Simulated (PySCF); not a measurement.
## NMR shielding calculation, with input and output: C5H14B2Si

- system: C5H14B2Si
- method: GIAO PBE0/pcSseg-1 NMR shielding, non-relativistic, gas phase (PySCF 2.14.0)

The geometry comes from this level: GFN2-xTB. It belongs to a series of runs on one base structure; here: H on C replaced by CH2SiH3. Figures and captions count atoms from 1; the log counts them from 0 in places.

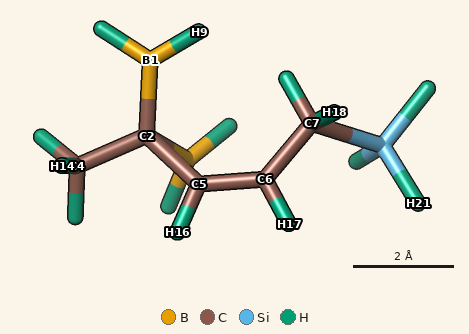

**Figure 1.** The input geometry (stick view, seen on its broad side; atoms are numbered from 1 in the order of the input). Bond lengths as drawn: B–C 1.54 to 1.60 Å, B–H 1.17 Å, C–C 1.35 to 1.53 Å, C–H 1.08 to 1.09 Å, C–Si 1.91 Å and H–Si 1.46 to 1.47 Å.

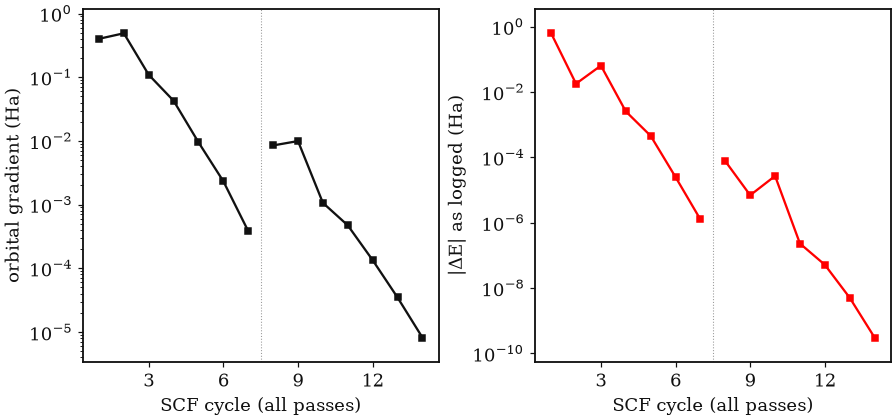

**Figure 2.** Convergence of the self-consistent field: orbital gradient and size of the energy change against the SCF cycle. The dotted line marks the change from a coarse to the final integration grid. The first 7 cycles use a coarse grid, the final grid takes over at cycle 8, and the field converges after 14 cycles in all.

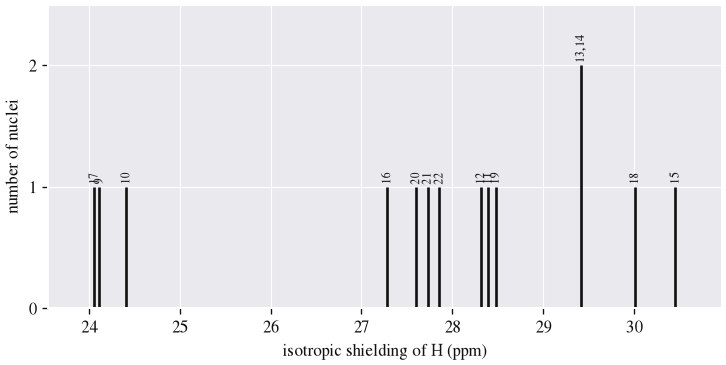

**Figure 3.** Isotropic shieldings of the hydrogen nuclei in this fixed geometry, labelled by atom number; shielding grows to the right, so chemical shift grows to the left. The least shielded is H17 (24.1 ppm), the most shielded H15 (30.5 ppm).

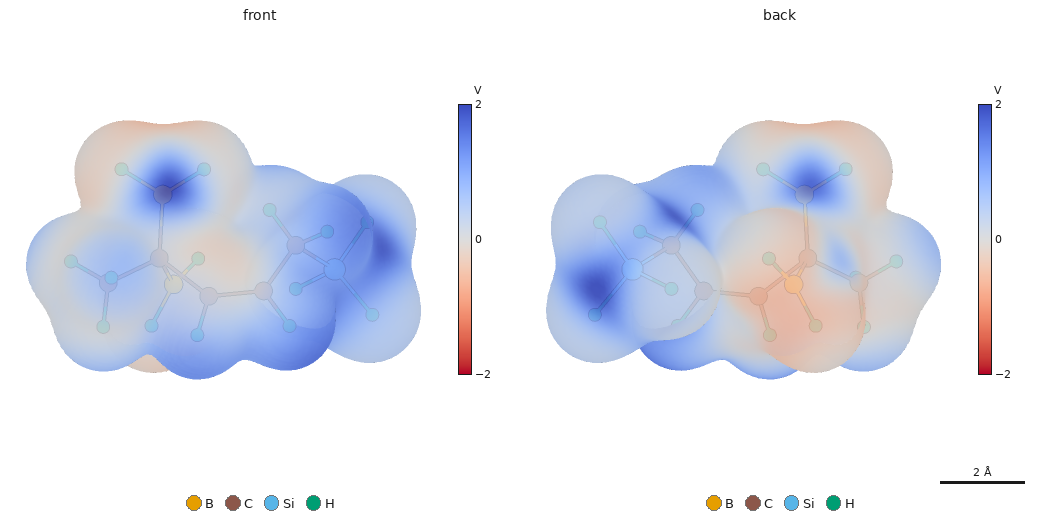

**Figure 4.** The electrostatic potential painted on the density surface at 0.004 e/bohr³, seen at a tilt and from behind; red is negative and blue positive. A positive charge is drawn to the negative regions and a negative charge to the positive ones.

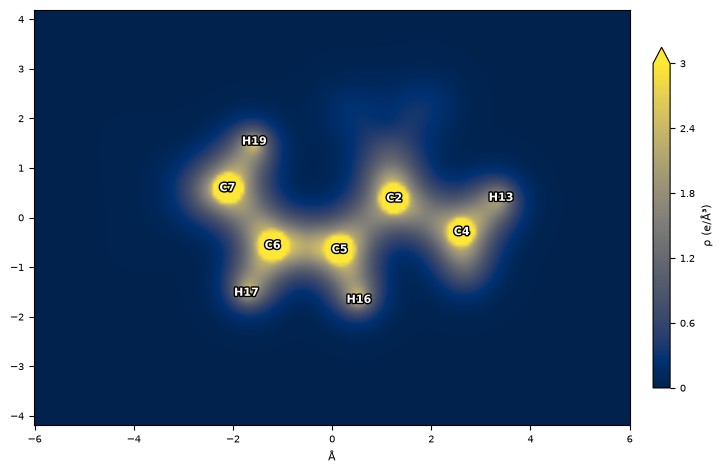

**Figure 5.** Electron density on the plane of atoms C6, C7 and H19. Atoms in the plane: C and H. C–C (1.53 Å): ρ is about 1.6 e/Å³ halfway.

These pictures come from the run below.

**Input file**
```
{"job": {"kind": "nmr", "xc": "PBE0", "basis": "pcSseg-1"}, "charge": 0, "multiplicity": 1}
B     -1.745809     0.281372     1.282522
C     -1.486898    -0.352893    -0.092094
B     -0.765018     0.638827    -1.126555
C     -2.661139    -1.150249    -0.665403
C     -0.179561    -0.993509    -0.493860
C      1.107387    -0.790348    -0.128631
C      1.721064     0.183554     0.796483
Si     3.022790     1.276191    -0.084631
H     -0.903583     0.586406     2.032952
H     -2.855785     0.491741     1.595435
H     -0.189667     1.581040    -0.741005
H     -0.997938     0.539583    -2.272504
H     -3.574395    -0.564593    -0.595806
H     -2.809748    -2.072825    -0.102634
H     -2.505969    -1.408837    -1.711916
H     -0.324533    -1.811291    -1.193271
H      1.836324    -1.461563    -0.577604
H      2.244657    -0.373325     1.579147
H      0.973083     0.807443     1.273907
H      3.614074     2.157881     0.923297
H      4.062468     0.404015    -0.641040
H      2.407786     2.050763    -1.158323
```

The first line tells a small driver script what to run in PySCF; the rest is the geometry in Å.

Launch command:
```bash
OMP_NUM_THREADS=1 python <driver script> task.json out
```

**The program's output**
```
coarse grid: 17912 points
cycle   1  E = -537.4912775588  dE =  6.297e-01  |g| = 4.012e-01  |ddm| = 4.052e+00
cycle   2  E = -537.4732701480  dE =  1.801e-02  |g| = 4.900e-01  |ddm| = 9.949e-01
cycle   3  E = -537.5378133309  dE = -6.454e-02  |g| = 1.092e-01  |ddm| = 6.251e-01
cycle   4  E = -537.5403767058  dE = -2.563e-03  |g| = 4.268e-02  |ddm| = 1.262e-01
cycle   5  E = -537.5408327719  dE = -4.561e-04  |g| = 9.507e-03  |ddm| = 4.532e-02
cycle   6  E = -537.5408577609  dE = -2.499e-05  |g| = 2.320e-03  |ddm| = 1.099e-02
cycle   7  E = -537.5408590171  dE = -1.256e-06  |g| = 3.829e-04  |ddm| = 2.276e-03
final grid: 165592 points
cycle   8  E = -537.5871968311  dE = -7.644e-05  |g| = 8.487e-03  |ddm| = 5.678e-02
cycle   9  E = -537.5871898876  dE =  6.944e-06  |g| = 9.939e-03  |ddm| = 1.952e-02
cycle  10  E = -537.5872169149  dE = -2.703e-05  |g| = 1.064e-03  |ddm| = 1.107e-02
cycle  11  E = -537.5872171455  dE = -2.305e-07  |g| = 4.715e-04  |ddm| = 1.383e-03
cycle  12  E = -537.5872171971  dE = -5.162e-08  |g| = 1.340e-04  |ddm| = 5.027e-04
cycle  13  E = -537.5872172021  dE = -5.054e-09  |g| = 3.473e-05  |ddm| = 1.670e-04
cycle  14  E = -537.5872172024  dE = -3.060e-10  |g| = 8.159e-06  |ddm| = 4.248e-05
converged SCF energy = -537.5872172024

GIAO shielding tensors (ppm)
atom      isotropic    diamagn.    paramagn.     s11        s22        s33       span
  0 B       25.382     194.238    -168.856    -42.397     -6.256    124.799    167.196
  1 C      115.112     255.243    -140.131     65.545    125.932    153.858     88.313
  2 B       85.378     197.611    -112.233     47.289     75.018    133.826     86.537
  3 C      155.229     244.036     -88.807    123.557    158.248    183.882     60.324
  4 C       74.506     259.455    -184.949    -11.376     93.719    141.175    152.551
  5 C        7.955     258.554    -250.598   -123.445     -1.415    148.725    272.170
  6 C      166.222     253.610     -87.388    139.129    174.286    185.250     46.121
  7 Si     412.898     878.898    -466.000    368.180    407.217    463.297     95.117
  8 H       24.117      31.993      -7.875     17.852     25.599     28.901     11.049
  9 H       24.412      31.574      -7.162     18.277     26.855     28.105      9.827
 10 H       28.396      34.111      -5.715     25.681     28.786     30.721      5.040
 11 H       28.316      32.999      -4.682     25.615     28.021     31.312      5.697
 12 H       29.409      28.850       0.559     25.558     26.945     35.725     10.168
 13 H       29.417      29.096       0.322     25.485     27.292     35.474      9.989
 14 H       30.454      30.152       0.301     26.498     29.213     35.650      9.152
 15 H       27.281      35.105      -7.824     22.410     29.155     30.278      7.868
 16 H       24.062      33.492      -9.430     20.833     22.883     28.471      7.637
 17 H       30.008      30.184      -0.176     25.438     27.905     36.681     11.243
 18 H       28.476      33.511      -5.035     22.638     29.956     32.833     10.195
 19 H       27.601      27.826      -0.224     24.364     25.148     33.292      8.928
 20 H       27.727      28.452      -0.725     24.662     25.834     32.685      8.023
 21 H       27.858      28.631      -0.774     24.187     27.498     31.888      7.701
```

**Summary**

| quantity | value |
| --- | --- |
| outcome | converged |
| total energy | −537.587217 hartree |
| HOMO | −7.19 eV |
| LUMO | −1.49 eV |
| dipole moment | 2.23 D |
| isotropic shielding, B | 25.4 to 85.4 ppm |
| isotropic shielding, C | 8.0 to 166.2 ppm |
| isotropic shielding, Si | 412.9 ppm |
| isotropic shielding, H | 24.1 to 30.5 ppm |
| hardware | 1 CPU thread, shared host |
| wall time | 63 s |
| peak memory | 1 GiB |
